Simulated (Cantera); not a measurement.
Input: 1 mol Al(CH3)3, 20 mol NH3, 4.2 mol N2, held at 0.133 bar.

Equilibrium computed with Cantera from the NASA thermochemical tables; the gas is ideal and each condensed phase is pure. Candidate condensed phases: Al, AlN, C, C6H6, C7H8, C8H18; 97 gas species. The feed counts by its element totals alone. Equilibrium is a limit: real reactors are often held back by kinetics, nucleation or transport.

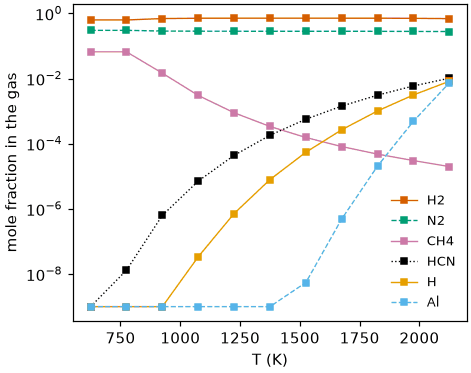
*Equilibrium gas composition (values under 1e-9 drawn at 1e-9)*

Question: Read off the mole fractions at 1525 K.

Answer: H2 about 0.72, N2 about 0.28, HCN about 0.00057, CH4 about 0.00016, H about 5.5e-5.
